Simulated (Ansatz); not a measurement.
```xyz
6

N     0.0863    0.2534   -1.0435
H    -0.1719   -0.6608   -0.6925
H    -0.6798    0.5777   -1.6209
H     0.8840    0.1238   -1.6535
N    -0.1838   -0.5715    2.1876
N     0.0652    0.2774    2.8230
```

Geometry: PBE0-D4/def2-TZVP.

The calculation used Ansatz 0.2.0, RKS PBE0-D4/def2-TZVPPD.

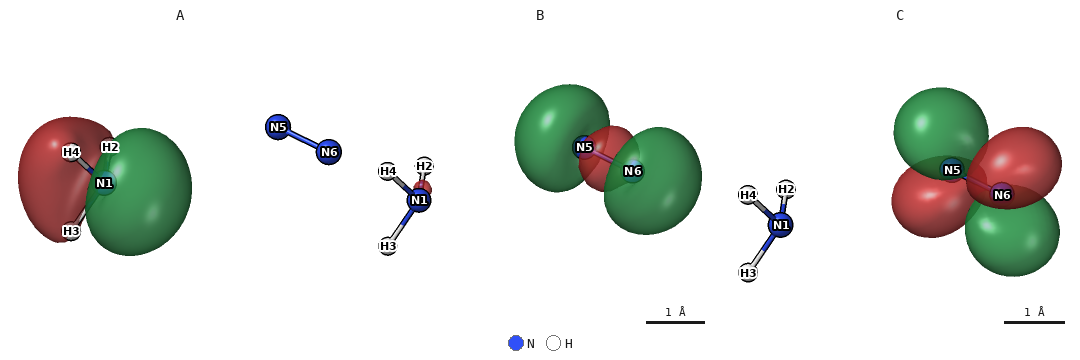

NH3···N2. Three frontier orbitals at ±0.15 Å⁻³ᐟ² (green and red are the two phases), in no order.

> Which picture is the HOMO−1, the HOMO and the LUMO?

B is the HOMO−1 (−11.98 eV). It lies mainly on N6 (about 50 %) and N5 (about 50 %). A is the HOMO (−7.72 eV). By Hirshfeld shares it lies mainly on N1 (about 80 %), H3 (about 5 %), H4 (about 5 %) and H2 (about 5 %); largely a lone pair of N1. C is the LUMO (−0.26 eV). By Hirshfeld shares it lies mainly on N6 (about 50 %) and N5 (about 50 %); π-antibonding (π*) across N6–N5.

> What is the HOMO–LUMO gap?

7.46 eV between the orbital energies.
